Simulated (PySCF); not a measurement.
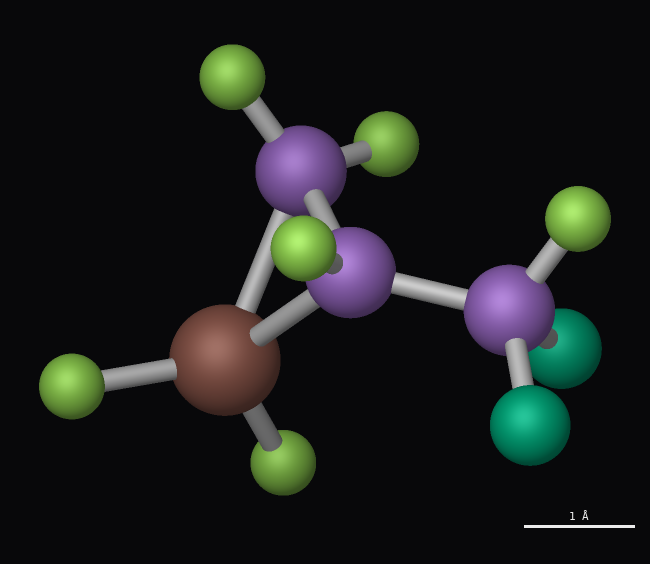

The picture shows a molecular structure as a ball-and-stick model. Every bond is drawn as one stick, whatever its order. Colours: fluorine teal, carbon purple, silicon brown, hydrogen green.

Computed geometry: PBE0-D3(BJ)/def2-SVP optimisation. No frequency run is at hand to confirm it as a minimum.

Description:

The molecule is C3H6F2Si. Its SMILES string is `FC(F)[C@H]1C[SiH2]1`. Independent rings (smallest set): 1 of 3 members. Among its groups: C–F bond, Si–H bond. This geometry has C1 symmetry. Coordination, clear cases only: 1 C tetrahedral.

The parts below concern this one geometry. Atoms keep their numbers from picture to picture.

### Shape

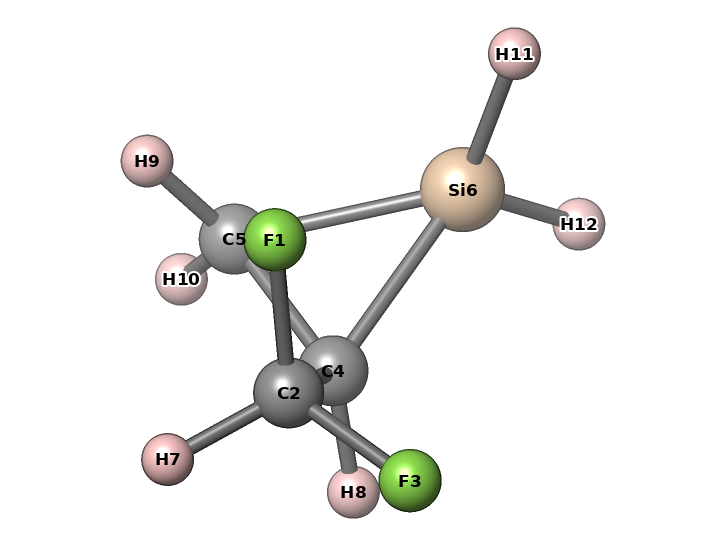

C4 lies behind C2. The molecule seen a little off the C2–C4 bond, C2 in front. Distant atoms are faded towards the background colour. No frequency run is at hand to confirm it as a minimum.

What is the torsion angle F1–C2–C4–Si6? The sign is positive where the front bond must turn clockwise to cover the back bond.

31°, synclinal (gauche).

### Dipole moment

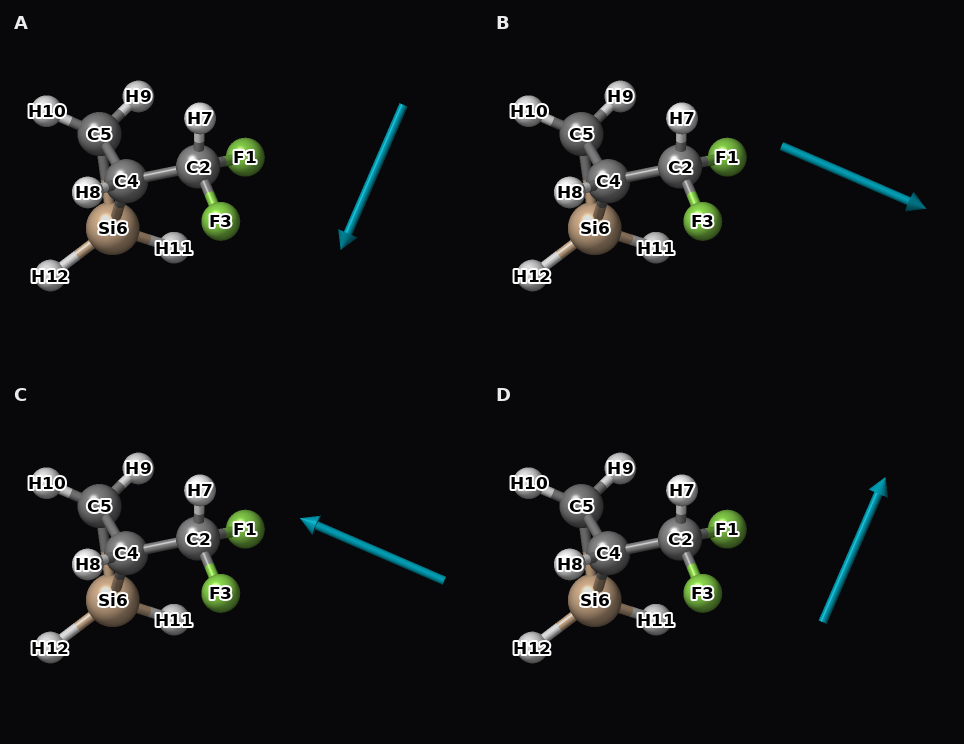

The same molecule four times, each with an arrow. No frequency run is at hand to confirm it as a minimum. Level of theory: BP86/pcSseg-1, gas phase (PySCF 2.14.0).

Which arrow points along the dipole moment, from the negative to the positive end?

C. The dipole moment is 1.92 D; it points from the side of F3 to the side of H10 (the outermost atoms at the two ends).

### NMR shielding

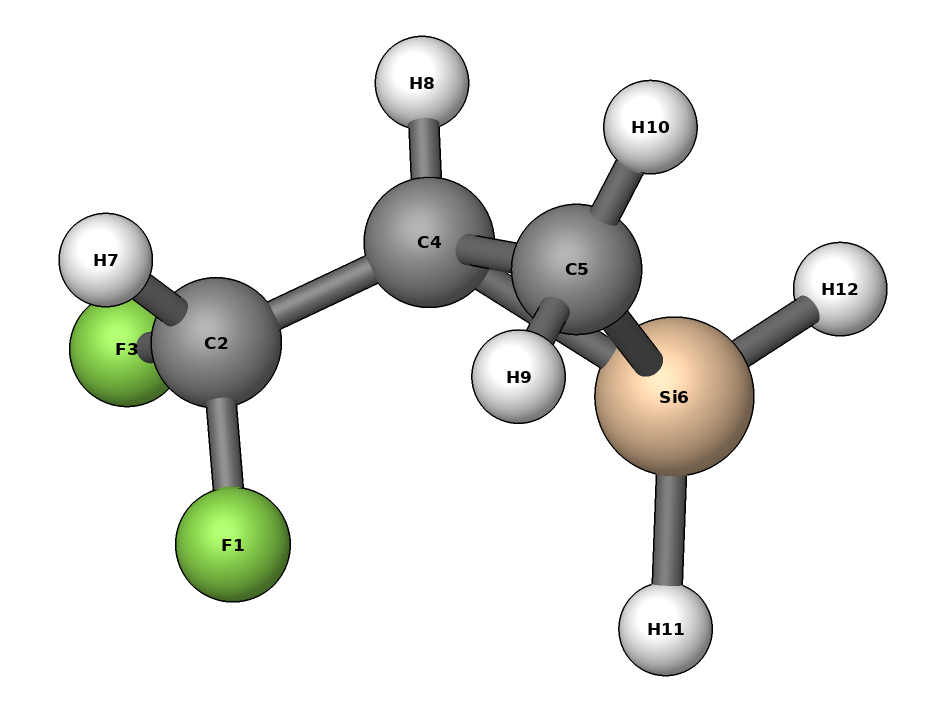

No frequency run is at hand to confirm it as a minimum. Level of theory: GIAO WP04/pcSseg-1 NMR shielding, non-relativistic, gas phase (PySCF 2.14.0). Principal shieldings σ11 ≤ σ22 ≤ σ33, span Ω = σ33 − σ11, skew κ = 3(σiso − σ22)/Ω.

Give the shielding tensors of the Si atoms.

```json
{"atom": "Si6", "σ11": "351.8", "σ22": "392.1", "σ33": "651.3", "σiso": "465.1", "Ω": "299.5", "κ": "0.73"}
```

Shieldings and span in ppm.

### Ring current

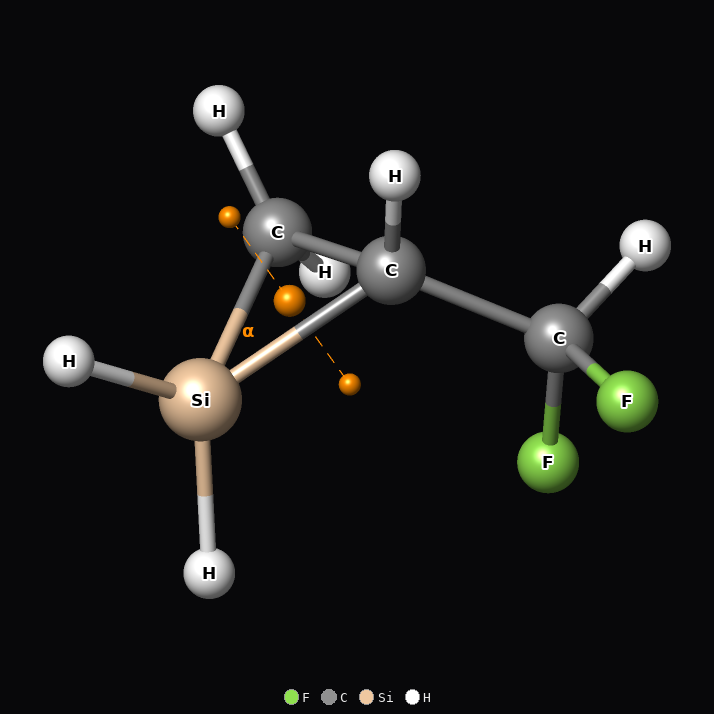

The small points mark where nucleus-independent chemical shifts (NICS) were computed: at the centre of each lettered ring and 1 Å above and below it. No frequency run is at hand to confirm it as a minimum. Method: GIAO CAM-B3LYP/pcSseg-1 NMR shielding, non-relativistic, gas phase (PySCF 2.14.0).

Give NICS(0), NICS(1) and the out-of-plane component NICS(1)zz for each ring (means of the two sides).

```json
{"ring": "α", "members": "C2Si", "NICS(0)": "−27.1", "NICS(1)": "−8.2", "NICS(1)zz": "−17.5"}
```

Values in ppm.
